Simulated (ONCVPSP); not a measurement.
```
Element                 : caesium
Generator               : ONCVPSP 4.0.1
Type                    : optimised norm-conserving Vanderbilt (ONCV)
Functional              : PBE
Relativity              : scalar-relativistic
Frozen core             : [Kr] 4d10
Valence charge          : 9
Reference configuration : 5s2 5p6 5d0.5 6s0.5
Partial waves           : 5s+6s: rc 3.30 bohr, ncon 3, nbas 6, qcut 3.9 1/bohr, 2 projectors; 5p: rc 2.90 bohr, ncon 5, nbas 8, qcut 4.6 1/bohr, 2 projectors, debl 1.2 Ha; 5d: rc 4.00 bohr, ncon 4, nbas 8, qcut 2.7 1/bohr, 1 projector
Local potential         : polynomial inside 2.85 bohr (lpopt 5, dvloc0 6 Ha)
Core correction         : none
```

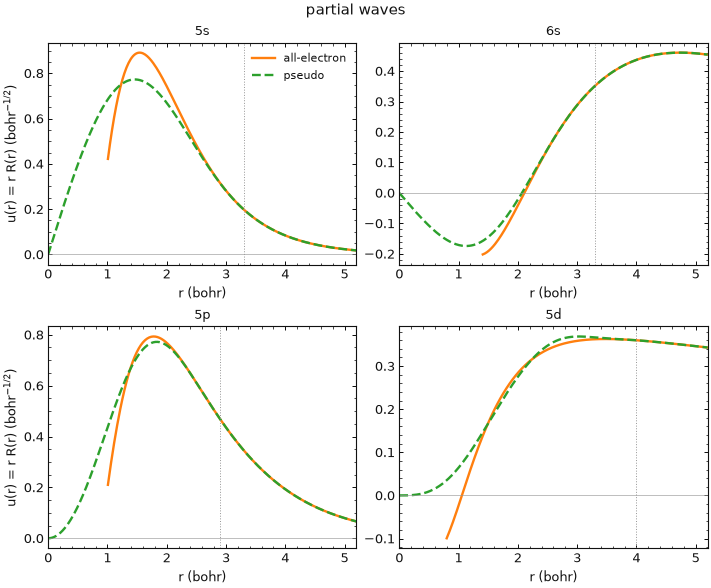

Partial waves u(r) = r R(r), all-electron (solid) and pseudo (dashed). Dotted lines mark the matching radii. The all-electron curves start outside the innermost oscillations, which aren't drawn.

Pseudo-waves: 5s has no node; 6s has a node at about 2.1 bohr; 5p has no node; 5d has no node. A node in 6s is expected, since a lower shell of the same l is also in the valence and the two must stay orthogonal.

* Cutoffs needed: 6.5 Ha and 8.9 Ha (the cutoffs at which the residual kinetic energy of the hardest occupied pseudo-wave falls to 1 and 0.1 mHa per electron)
* Ghost test: no bound ghost flagged; no localised positive-energy state flagged
* Configuration tests: 1 of 4 tests not solved
